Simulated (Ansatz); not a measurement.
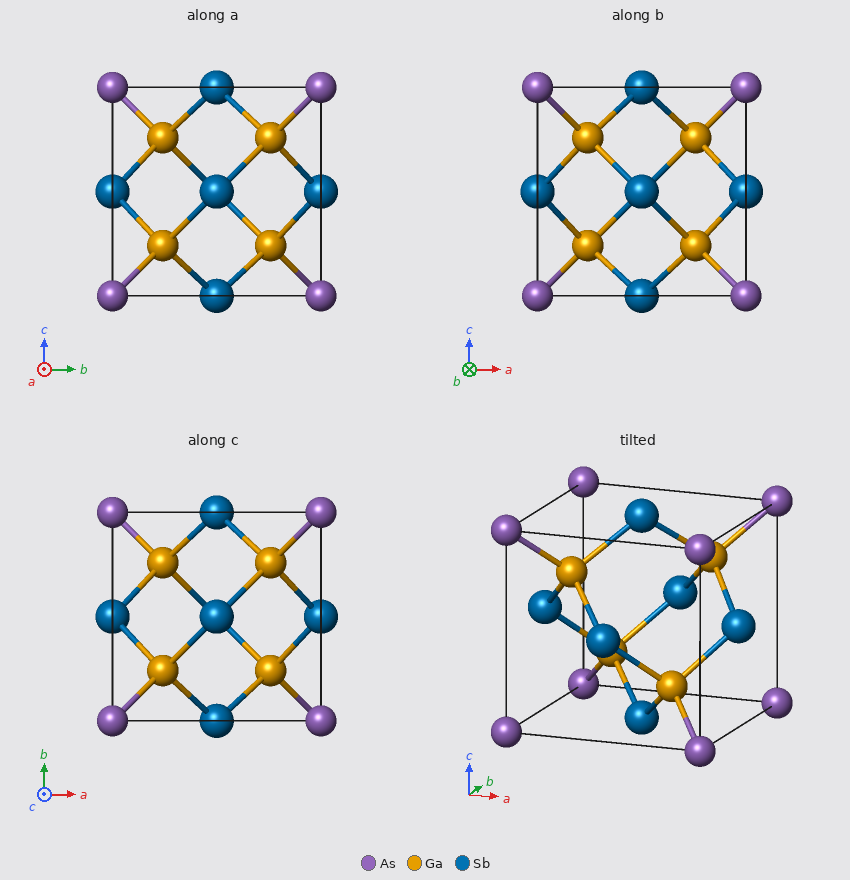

We look at a ball-and-stick model of the crystal along the a axis, along the b axis, along the c axis and slightly off an axis. Thin lines show the conventional unit cell, with boundary atoms drawn in all their periodic places.

Lattice parameters: a = 6.0192 Å, b = 6.0192 Å, c = 6.0192 Å, α = 90.000°, β = 90.000°, γ = 90.000°.

Record the structure as a CIF in P1 with every atom of the cell, with free fractional coordinates to two decimals.

```cif
data_structure
_symmetry_space_group_name_H-M 'P 1'
_symmetry_Int_Tables_number 1
_cell_length_a 6.0192
_cell_length_b 6.0192
_cell_length_c 6.0192
_cell_angle_alpha 90.000
_cell_angle_beta 90.000
_cell_angle_gamma 90.000
_cell_volume 218.08
loop_
_atom_site_label
_atom_site_type_symbol
_atom_site_fract_x
_atom_site_fract_y
_atom_site_fract_z
_atom_site_occupancy
As1 As 0.00 0.00 0.00 1
Ga1 Ga 0.76 0.76 0.76 1
Sb1 Sb 0.50 0.50 0.00 1
Ga2 Ga 0.24 0.24 0.76 1
Sb2 Sb 0.50 0.00 0.50 1
Ga3 Ga 0.24 0.76 0.24 1
Sb3 Sb 0.00 0.50 0.50 1
Ga4 Ga 0.76 0.24 0.24 1
```

The cell started as a structure type filled with these elements by a generator (whether the compound takes this form wasn't checked). This is the structure after a relaxation with DFT, r2SCAN, plane waves, PAW (Ansatz).
